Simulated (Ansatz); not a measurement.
## Electronic structure of FH6NSi2···H2 in real space

```yaml
atoms:
  - { symbol: Si, position_ang: [0.6390, -0.7267, -0.3915] }
  - { symbol: H, position_ang: [-1.2778, 0.2313, 2.5579] }
  - { symbol: H, position_ang: [1.4200, -0.0038, -1.4449] }
  - { symbol: F, position_ang: [0.0214, 0.4610, 0.5966] }
  - { symbol: Si, position_ang: [-1.2040, -1.9745, -1.1666] }
  - { symbol: H, position_ang: [-1.7345, -2.8298, -0.0499] }
  - { symbol: H, position_ang: [-2.3062, -1.0764, -1.6472] }
  - { symbol: H, position_ang: [-0.7873, -2.8754, -2.2945] }
  - { symbol: N, position_ang: [1.7322, -1.8078, 0.4009] }
  - { symbol: H, position_ang: [1.3942, -2.4942, 1.0805] }
  - { symbol: H, position_ang: [2.6910, -1.5216, 0.6183] }
  - { symbol: H, position_ang: [-1.6815, 0.0847, 3.1943] }
```

Theory: RKS BLYP-D4/def2-SVP (Ansatz 0.2.0).

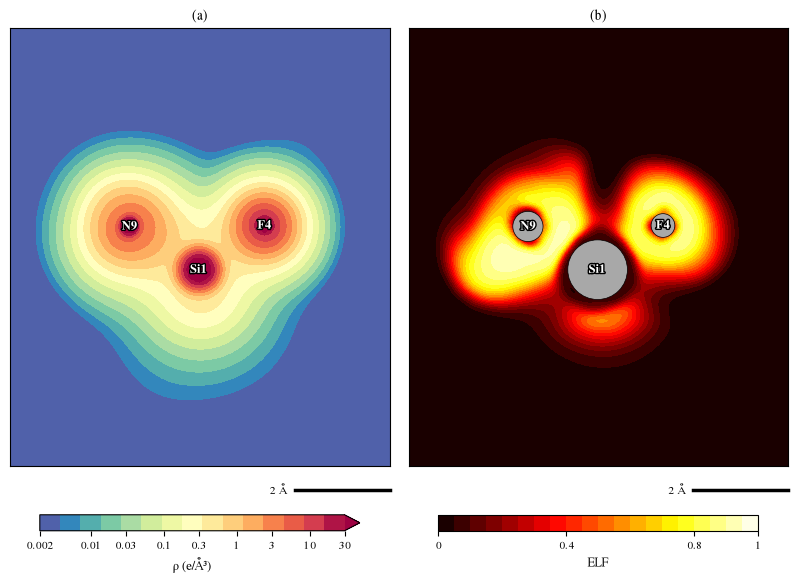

Figure 1. (a) total electron density; (b) ELF on the plane of atoms F4, Si1 and N9. Grey discs cover the atomic cores in the ELF map.

Question: What does the map show?

Answer: The section cuts through Si, F and N sites. Si–F (1.66 Å): the density is about 0.92 e/Å³ at the midpoint; the ELF peaks at about 0.85 in the valence shell of F, 0.6 Å from its nucleus, and is about 0.45 at the midpoint. Si–N (1.73 Å): the density is about 1.1 e/Å³ at the midpoint; the ELF peaks at about 0.90 between the atoms, as expected for a shared but strongly polarised pair. The ELF also peaks beside N9 and F4, away from the bonds: lone-pair regions.

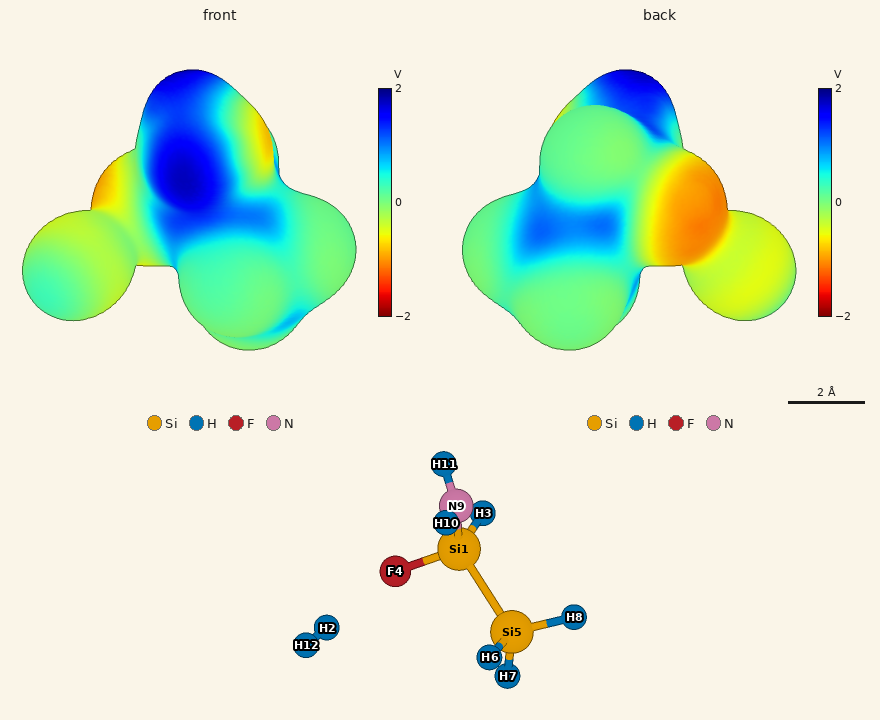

Figure 2. The molecular electrostatic potential painted on the density surface at 0.002 e/bohr³, seen from the front and from behind; the colour scale runs from red (negative) to blue (positive). The bare structure is drawn below in the same view.

Question: Where is the surface potential most negative and most positive?

Answer: The most negative region (about −1.1 V) lies over F4, the most positive (about +1.8 V) over H10 and H11.

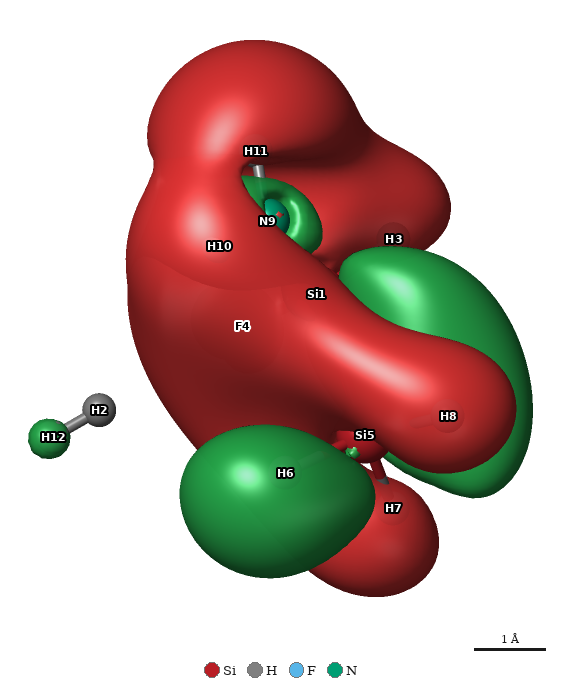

Figure 3. The LUMO at ±0.05 Å⁻³ᐟ² (green and red are the two phases), seen at a tilt.

Question: Describe this orbital and give its energy.

Answer: It lies mainly on Si5 (about 30 %), Si1 (about 30 %), H6 (about 10 %), N9 (about 10 %) and H11 (about 5 %). Its energy is −0.46 eV.
